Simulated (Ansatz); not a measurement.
# Phosphine (PH₃): how energies converge with the basis set

How large a basis does phosphine (PH₃) need? Two functionals and correlated methods are run in growing sets.

Method: one geometry, several basis sets; program: Ansatz 0.2.0, Gaussian basis.

Levels to be run: PBE0-D4/def2-SVP; ωB97M-V/def2-SVP; PBE0-D4/def2-QZVPP; ωB97M-V/def2-QZVPP; CCSD(T)/cc-pV(D+d)Z; CCSD(T)/cc-pV(T+d)Z; CCSD(T)/cc-pV(Q+d)Z; the functionals' def2-TZVPP values are taken from earlier runs.

**1. The geometry**

The geometry comes from an earlier relaxation with PBE0-D4 in a triple-zeta def2 set; it is a stationary point.

SMILES `P`, 4 atoms, charge 0, spin multiplicity 1.

Atoms are counted from 1 here; the program's logs count them from 0.

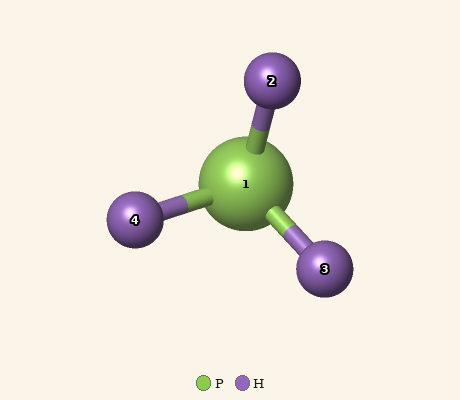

The geometry (phosphorus green, hydrogen purple); atoms are numbered from 1 in the order of the file.

**2. PBE0-D4 in def2-SVP**

Input file in.yaml:

```yaml
crystal:
  periodic: [false, false, false]
  atoms:
    - {symbol: P, position_ang: [0.345982, -0.326530, -0.332826]}
    - {symbol: H, position_ang: [0.630897, -0.034008, 1.026964]}
    - {symbol: H, position_ang: [-1.005545, -0.663003, -0.057227]}
    - {symbol: H, position_ang: [0.028666, 1.023531, -0.636900]}
basis:
  gaussian: {orbitals: def2-SVP}
hamiltonian: {xc: pbe0, dispersion: d4}
output: {orbitals: {seedname: orbitals}}
```

The program printed:

```text
Functional definition: PBE0
  name "PBE0"
  cite "Adamo & Barone, J. Chem. Phys. 110, 6158 (1999) doi:10.1063/1.478522"
  cite "Perdew, Burke & Ernzerhof, Phys. Rev. Lett. 77, 3865 (1996) doi:10.1103/PhysRevLett.77.3865"
  parent pbe
  parameter a = 0.25
  parameter kappa = 0.804
  parameter beta = 0.06672455060314922
  exchange = (1 - a)*pbe_x(kappa = kappa, mu = beta*pi^2/3) + a*exact_x
  correlation = pbe_c(beta = beta)
317 factors; integrals over basis functions are off by at most 9.4e-4 eV
mean field evaluation 1: about -9330.4884 eV, gradient 7.1e0 eV
mean field evaluation 2: about -9330.6092 eV, gradient 4.7e0 eV
mean field evaluation 4: about -9330.6749 eV, gradient 1.4e-1 eV
mean field evaluation 8: about -9330.6749 eV, gradient 2.2e-4 eV
mean field -9330.67490381 eV, -342.8959781564 hartree, gradient 5.3e-5 eV, S^2 0.000000; 0 other end points of the search recorded, 0 dependent functions left out
reference -9330.67491851 eV, -342.8959786968 hartree; 9, 9 occupied and 24, 24 virtual orbitals, 317 factors
Total energy: -9330.69878080 eV, -342.8968556196 hartree
```

Wall time 0.35 s (2 threads, shared host).

**3. ωB97M-V in def2-SVP**

in.yaml: that of step 2 with these lines changed.

```diff
@@ -9,3 +9,3 @@
   gaussian: {orbitals: def2-SVP}
-hamiltonian: {xc: pbe0, dispersion: d4}
+hamiltonian: {xc: {name: wB97M-V}}
 output: {orbitals: {seedname: orbitals}}
```

The program printed (excerpt; [...] marks lines left out):

```text
Functional definition: wB97M-V
  name "wB97M-V"
  cite "Mardirossian & Head-Gordon, J. Chem. Phys. 144, 214110 (2016) doi:10.1063/1.4952647"
  cite "Becke, J. Chem. Phys. 107, 8554 (1997) doi:10.1063/1.475007"
  cite "Vydrov & Van Voorhis, J. Chem. Phys. 133, 244103 (2010) doi:10.1063/1.3521275"
  # Of w^i u^j: cxij and so on, Table III.
[...]
  gx(w, u) = 1 - cx + cx01*u + cx10*w
  gss(w, u) = css00 + css04*u^4 + css10*w + css20*w^2 + css43*w^4*u^3
  gos(w, u) = cos00 + cos10*w + (cos20 + cos21*u)*w^2 + (cos60 + cos61*u)*w^6
[...]
      + integral(e_c_pw_mod_opposite_spin*gos(b97_w_opposite, b97_u_opposite)) + vv10(b, c)
317 factors; integrals over basis functions are off by at most 9.4e-4 eV
122 factors; integrals over basis functions are off by at most 6.0e-6 eV
[...]
mean field -9333.32160897 eV, -342.9932427772 hartree, gradient 7.0e-5 eV, S^2 0.000000; 0 other end points of the search recorded, 0 dependent functions left out
reference -9333.32163593 eV, -342.9932437678 hartree; 9, 9 occupied and 24, 24 virtual orbitals, 317 factors
Total energy: -9333.32163593 eV, -342.9932437678 hartree
```

Run time: 1.2 s. Hardware: 2 threads, shared host.

**4. PBE0-D4 in def2-QZVPP**

in.yaml: that of step 3 with these lines changed.

```diff
@@ -8,4 +8,4 @@
 basis:
-  gaussian: {orbitals: def2-SVP}
-hamiltonian: {xc: {name: wB97M-V}}
+  gaussian: {orbitals: "def2-QZVPP.json"}
+hamiltonian: {xc: pbe0, dispersion: d4}
 output: {orbitals: {seedname: orbitals}}
```

The program printed:

```text
Functional definition: PBE0
  name "PBE0"
  cite "Adamo & Barone, J. Chem. Phys. 110, 6158 (1999) doi:10.1063/1.478522"
  cite "Perdew, Burke & Ernzerhof, Phys. Rev. Lett. 77, 3865 (1996) doi:10.1103/PhysRevLett.77.3865"
  parent pbe
  parameter a = 0.25
  parameter kappa = 0.804
  parameter beta = 0.06672455060314922
  exchange = (1 - a)*pbe_x(kappa = kappa, mu = beta*pi^2/3) + a*exact_x
  correlation = pbe_c(beta = beta)
572 factors; their error is unknown
mean field evaluation 1: about -9333.7766 eV, gradient 1.2e1 eV
mean field evaluation 2: about -9334.0620 eV, gradient 9.3e0 eV
mean field evaluation 4: about -9334.2509 eV, gradient 2.9e-1 eV
mean field evaluation 8: about -9334.2675 eV, gradient 3.0e-3 eV
mean field -9334.26747452 eV, -343.0280026948 hartree, gradient 5.0e-5 eV, S^2 0.000000; 0 other end points of the search recorded, 0 dependent functions left out
reference -9334.26749999 eV, -343.0280036310 hartree; 9, 9 occupied and 151, 151 virtual orbitals, 572 factors
Total energy: -9334.29136228 eV, -343.0288805539 hartree
```

Wall time 1.4 s (2 threads, shared host).

**5. ωB97M-V in def2-QZVPP**

in.yaml: that of step 4 with these lines changed.

```diff
@@ -9,3 +9,3 @@
   gaussian: {orbitals: "def2-QZVPP.json"}
-hamiltonian: {xc: pbe0, dispersion: d4}
+hamiltonian: {xc: {name: wB97M-V}}
 output: {orbitals: {seedname: orbitals}}
```

The program printed (excerpt; [...] marks lines left out):

```text
Functional definition: wB97M-V
  name "wB97M-V"
  cite "Mardirossian & Head-Gordon, J. Chem. Phys. 144, 214110 (2016) doi:10.1063/1.4952647"
  cite "Becke, J. Chem. Phys. 107, 8554 (1997) doi:10.1063/1.475007"
  cite "Vydrov & Van Voorhis, J. Chem. Phys. 133, 244103 (2010) doi:10.1063/1.3521275"
  # Of w^i u^j: cxij and so on, Table III.
[...]
  gx(w, u) = 1 - cx + cx01*u + cx10*w
  gss(w, u) = css00 + css04*u^4 + css10*w + css20*w^2 + css43*w^4*u^3
  gos(w, u) = cos00 + cos10*w + (cos20 + cos21*u)*w^2 + (cos60 + cos61*u)*w^6
[...]
      + integral(e_c_pw_mod_opposite_spin*gos(b97_w_opposite, b97_u_opposite)) + vv10(b, c)
540 factors; their error is unknown
141 factors; integrals over basis functions are off by at most 1.5e-5 eV
[...]
mean field -9336.94457073 eV, -343.1263841661 hartree, gradient 2.0e-5 eV, S^2 0.000000; 0 other end points of the search recorded, 0 dependent functions left out
reference -9336.94461208 eV, -343.1263856857 hartree; 9, 9 occupied and 151, 151 virtual orbitals, 540 factors
Total energy: -9336.94461208 eV, -343.1263856857 hartree
```

Wall time 4.4 s (2 threads, shared host).

**6. Density functionals: the series**

The def2-TZVPP values come from earlier runs at the same geometry.

```
functional       basis  functions  energy (eV)  from the largest (eV)  HOMO (eV)  LUMO (eV)
   PBE0-D4    def2-SVP         33   -9330.6988                  3.593      -7.75       1.30
   PBE0-D4  def2-TZVPP         84   -9333.9879                  0.304      -7.86       0.78
   PBE0-D4  def2-QZVPP        160   -9334.2914                  0.000      -7.88       0.62
   ωB97M-V    def2-SVP         33   -9333.3216                  3.623      -9.94       3.37
   ωB97M-V  def2-TZVPP         84   -9336.6547                  0.290     -10.08       2.70
   ωB97M-V  def2-QZVPP        160   -9336.9446                  0.000     -10.10       1.84
```

**7. CCSD(T) in cc-pV(D+d)Z**

in.yaml: that of step 5 with these lines changed.

```diff
@@ -8,4 +8,3 @@
 basis:
-  gaussian: {orbitals: "def2-QZVPP.json"}
-hamiltonian: {xc: {name: wB97M-V}}
-output: {orbitals: {seedname: orbitals}}
+  gaussian: {orbitals: "cc-pV(D+d)Z.json"}
+correlation: {method: ccsd_t}
```

The program printed (excerpt; [...] marks lines left out):

```text
Functional definition: HF
  name "HF"
  cite "Fock, Z. Phys. 61, 126 (1930) doi:10.1007/BF01340294"
  parent pbe
[...]
357 factors; integrals over basis functions are off by at most 9.8e-4 eV
[...]
mean field -9319.24130445 eV, -342.4758011299 hartree, gradient 4.5e-6 eV, S^2 0.000000; 0 other end points of the search recorded, 0 dependent functions left out
5 core orbitals not correlated: weight in the atoms' cores, before any rotation towards them, 1.000 or more for the frozen orbitals, at most 0.000 for the correlated occupied ones
reference -9319.24130445 eV, -342.4758011299 hartree; 4, 4 occupied and 29, 29 virtual orbitals, 357 factors
second order -3.67441781 eV of doubles, -0.00000000 eV of singles
cycle   1  -4.26304010 eV  change   -5.9e-1 eV  update   5.5e-2
[...]
cycle   8  -4.47544732 eV  change    6.0e-6 eV  update   5.2e-6
perturbative correction -0.10241228 eV, -0.0037635821 hartree
Total energy: -9323.81916406 eV, -342.6440343674 hartree
```

Run time: 0.3 s. Hardware: 2 threads, shared host.

**8. CCSD(T) in cc-pV(T+d)Z**

in.yaml: that of step 7 with these lines changed.

```diff
@@ -8,3 +8,4 @@
 basis:
-  gaussian: {orbitals: "cc-pV(D+d)Z.json"}
+  gaussian: {orbitals: "cc-pV(T+d)Z.json"}
 correlation: {method: ccsd_t}
+output: {orbitals: {seedname: orbitals}}
```

The program printed (excerpt; [...] marks lines left out):

```text
Functional definition: HF
  name "HF"
  cite "Fock, Z. Phys. 61, 126 (1930) doi:10.1007/BF01340294"
  parent pbe
[...]
455 factors; integrals over basis functions are off by at most 7.9e-4 eV
[...]
mean field -9319.62318292 eV, -342.4898349047 hartree, gradient 2.3e-6 eV, S^2 0.000000; 0 other end points of the search recorded, 0 dependent functions left out
5 core orbitals not correlated: weight in the atoms' cores, before any rotation towards them, 1.000 or more for the frozen orbitals, at most 0.000 for the correlated occupied ones
reference -9319.62318292 eV, -342.4898349047 hartree; 4, 4 occupied and 72, 72 virtual orbitals, 455 factors
second order -4.62963869 eV of doubles, -0.00000000 eV of singles
cycle   1  -5.18921080 eV  change   -5.6e-1 eV  update   5.7e-2
[...]
cycle   8  -5.40492551 eV  change    3.7e-6 eV  update   9.6e-6
perturbative correction -0.18275817 eV, -0.0067162390 hartree
Total energy: -9325.21086660 eV, -342.6951784927 hartree
```

It took 0.9 s on 2 threads, shared host.

**9. CCSD(T) in cc-pV(Q+d)Z**

in.yaml: that of step 8 with these lines changed.

```diff
@@ -8,4 +8,3 @@
 basis:
-  gaussian: {orbitals: "cc-pV(T+d)Z.json"}
+  gaussian: {orbitals: "cc-pV(Q+d)Z.json"}
 correlation: {method: ccsd_t}
-output: {orbitals: {seedname: orbitals}}
```

The program printed (excerpt; [...] marks lines left out):

```text
Functional definition: HF
  name "HF"
  cite "Fock, Z. Phys. 61, 126 (1930) doi:10.1007/BF01340294"
  parent pbe
[...]
905 factors; integrals over basis functions are off by at most 8.5e-4 eV
[...]
mean field -9319.72364439 eV, -342.4935267956 hartree, gradient 8.2e-6 eV, S^2 0.000000; 0 other end points of the search recorded, 0 dependent functions left out
5 core orbitals not correlated: weight in the atoms' cores, before any rotation towards them, 1.000 or more for the frozen orbitals, at most 0.000 for the correlated occupied ones
reference -9319.72364439 eV, -342.4935267956 hartree; 4, 4 occupied and 145, 145 virtual orbitals, 905 factors
second order -4.96072372 eV of doubles, -0.00000000 eV of singles
cycle   1  -5.45445272 eV  change   -4.9e-1 eV  update   5.7e-2
[...]
cycle   9  -5.67074053 eV  change    4.0e-6 eV  update   3.1e-6
perturbative correction -0.20803308 eV, -0.0076450749 hartree
Total energy: -9325.60241800 eV, -342.7095677412 hartree
```

Run time: 9 s. Hardware: 2 threads, shared host; peak memory 0.98 GiB.

Energy pieces by basis (eV):

```csv
basis,HF,MP2 correlation,CCSD correlation,(T),total
cc-pV(D+d)Z,-9319.2413,-3.6744,-4.4754,-0.1024,-9323.8192
cc-pV(T+d)Z,-9319.6232,-4.6296,-5.4049,-0.1828,-9325.2109
cc-pV(Q+d)Z,-9319.7236,-4.9607,-5.6707,-0.2080,-9325.6024
```

**10. The basis-set limit**

No new run: Hartree-Fock is extrapolated as exp(−5.46√X) and correlation as X^−3.05, with X = 3 and 4.

```csv
level,energy at the limit (eV)
HF,-9319.7539
MP2,-9324.9503
CCSD,-9325.6139
CCSD(T),-9325.8399
```

```
      basis  HF above its limit (eV)  share of the MP2 correlation limit (%)
cc-pV(D+d)Z                    0.513                                    70.7
cc-pV(T+d)Z                    0.131                                    89.1
cc-pV(Q+d)Z                    0.030                                    95.5
```

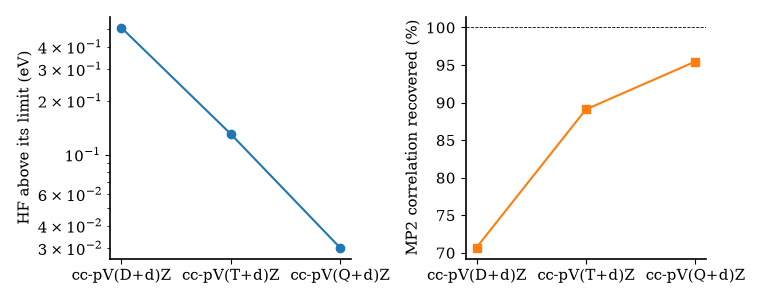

Hartree-Fock converges fast with the basis, correlation slowly.

**11. What came out**

```
                                                                 quantity          value
                                   MP2 correlation recovered, cc-pV(D+d)Z         70.7 %
                                   MP2 correlation recovered, cc-pV(T+d)Z         89.1 %
                                   MP2 correlation recovered, cc-pV(Q+d)Z         95.5 %
CCSD(T) limit from def2 sets (earlier runs) less the limit of this series        -42 meV
                          PBE0-D4: double and triple zeta above quadruple  3.59, 0.30 eV
                          ωB97M-V: double and triple zeta above quadruple  3.62, 0.29 eV
```

In words: PBE0-D4 gains 3.29 eV from double to triple zeta, then 0.30 eV more. Correlation climbs from 71 % (cc-pV(D+d)Z) to 95 % (cc-pV(Q+d)Z) of the limit; Hartree-Fock is 0.030 eV from its own by then. A limit from the def2 sets, made apart, differs by 42 meV, a least measure of the doubt on such a limit. These are total energies; as a rule much of such shifts cancels in differences, which this series doesn't test. The LUMO of ωB97M-V is positive and keeps falling with the basis (3.37 to 1.84 eV): an unbound level that the basis holds in place.

For PBE0-D4 the largest set took about 4 times as long as the smallest (1.4 s against 0.35 s).
